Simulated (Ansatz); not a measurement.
# Calculations on BHF₂

## 1. Relaxation

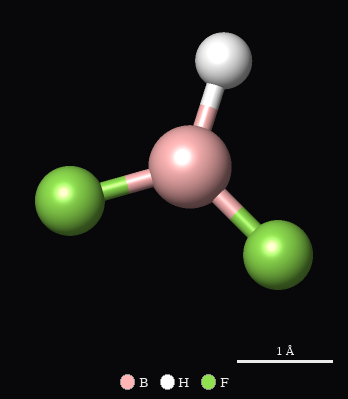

This is the input geometry for a relaxation of BHF2. The picture is a ball-and-stick view, seen face on.

The run prepares an end point of a later path (reaction) calculation, from a guessed geometry.

Method: RKS B3LYP/def2-TZVP in Ansatz 0.2.0.

The input:
```yaml
crystal:
  periodic: [false, false, false]
  atoms:
    - { symbol: B, position_ang: [0.263149, 0.0, 0.201149] }
    - { symbol: H, position_ang: [0.244146, 0.0, 1.382147] }
    - { symbol: F, position_ang: [1.437532, 0.0, -0.388854] }
    - { symbol: F, position_ang: [-0.821127, 0.0, -0.545641] }
basis:
  gaussian: { orbitals: def2-TZVP }
hamiltonian:
  xc: b3lyp
relax:
  f_tol: 0.03
  max_steps: 50
output:
  orbitals: {}
```

Run as
```bash
ansatz run input.yaml --threads 2 --pin off --max-ram 3072MiB --backend cpu --events-out ev --progress --plain --runs-dir out
```

**Predict the outcome.**

Over 3 geometry steps the energy falls by 0.96 kJ/mol. The largest force component goes from 0.29 to 0.014 eV/Å. The atom that moves furthest after the best rigid fit is H2 (0.029 Å). By element the largest moves are H 0.029 Å, F 0.024 Å, B 0.016 Å. Near-neighbour distances that change, for instance: B1–H2 1.181 → 1.187 Å. Among the angles between lasting bonds that change: H2–B1–F3 117.6° → 120.9°, H2–B1–F4 123.6° → 121.0°.

The structure at the end:

```xyz
4

B     0.2784    0.0000    0.2046
H     0.2160    0.0000    1.3897
F     1.4430    0.0000   -0.4126
F    -0.8138    0.0000   -0.5328
```

## 2. Relaxation

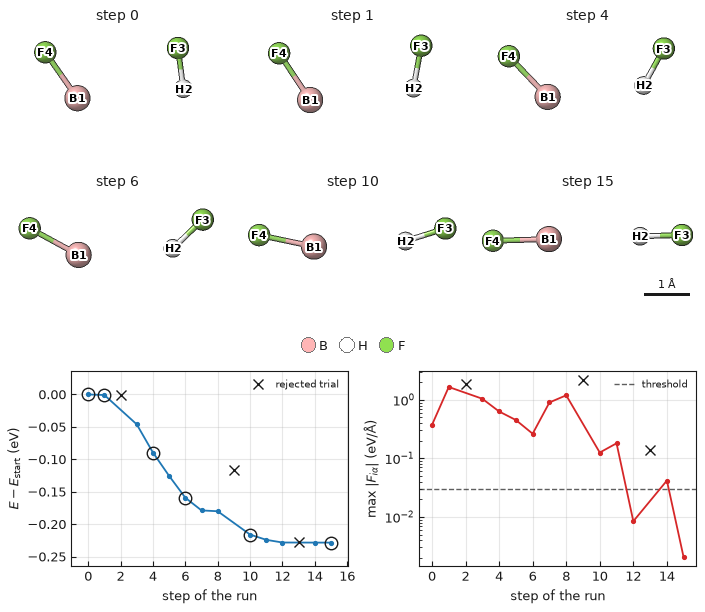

Frames of a relaxation of BHF2, marked on the history of the run. The picture is a ball-and-stick view, seen face on.

The run prepares an end point of a later path (reaction) calculation, from a guessed geometry.

Method: RKS B3LYP/def2-TZVP in Ansatz. (no spin polarisation; force threshold 0.03 eV/Å; at most 50 steps)

> What happens along the run?

The largest move after the best rigid fit is that of F3, 0.90 Å. Largest moves by element: F 0.90 Å, B 0.57 Å, H 0.51 Å. Near-neighbour distances that change, for instance: H2–F3 0.926 → 0.942 Å, B1–F4 1.263 → 1.256 Å. Over 12 accepted moves (15 points after the start) the energy falls by 0.228 eV. Largest force component: 0.37 eV/Å at the start, 0.002 eV/Å at the end. The line search rejected the trial steps at points 2, 9, 13 of the run. The forces were under the threshold at step 12, but the run went on from there. From step 0 to 1: F3 moves most (0.19 Å), energy −0.001 eV. From step 1 to 4: F3 moves most (0.18 Å), energy −0.089 eV. From step 4 to 6: F4 moves most (0.25 Å), energy −0.070 eV. From step 6 to 10: F3 moves most (0.25 Å), energy −0.057 eV. From step 10 to 15: B1 moves most (0.16 Å), energy −0.012 eV.

```csv
step,"E − E(0), eV","largest force component, eV/Å",note
0,0.0000,0.3727,
1,-0.0009,1.6579,
2,-0.0008,1.8689,rejected
3,-0.0461,1.0440,
4,-0.0895,0.6328,
5,-0.1255,0.4521,
6,-0.1591,0.2637,
7,-0.1787,0.9019,
8,-0.1800,1.1953,
9,-0.1172,2.2136,rejected
10,-0.2159,0.1257,
11,-0.2240,0.1809,
12,-0.2282,0.0084,
13,-0.2278,0.1388,rejected
14,-0.2283,0.0417,
15,-0.2283,0.0020,
```

Limits of the set-up: the start holds two separate molecules, 2.4 Å apart at their closest, whose relative position is a soft coordinate and is computed without a dispersion correction.

## 3. Path

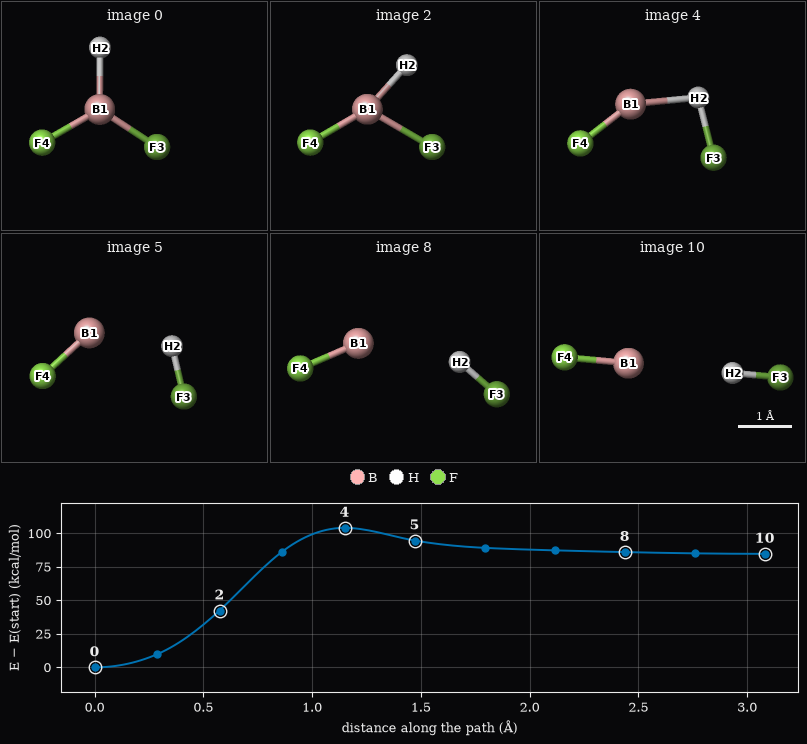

NEB run on BHF₂. Images are numbered from 0 (start) to 10 (end). The picture is a ball-and-stick view, seen at a tilt.

These are results of RKS B3LYP/def2-TZVP (Ansatz), not measurements. Set-up: 9 movable images; climbing image; force threshold 0.03 eV/Å; iteration limit 60; starting path through a guess of the saddle point.

### Read off the barrier and say what moves.

Forward barrier 104.1 kcal/mol, backward barrier 19.4 kcal/mol, with image 4 at the top; the reaction energy is +84.7 kcal/mol. Breaking: B1–F3 (1.32 → 1.90 at the top → 2.99 Å), B1–H2 (1.19 → 1.34 at the top → 2.05 Å). Forming: H2–F3 (2.18 → 1.18 at the top → 0.94 Å). The band converged in 13 iterations. The largest component of the band force went from 5.8 to 0.01 eV/Å. The climbing image converged on the top of the path. Its vibrational analysis gives one imaginary mode (1311i cm⁻¹), as a transition state must have.

Cost: 78 s on 2 threads of Arm Neoverse V2 (shared host), peak memory 0.14 GiB.
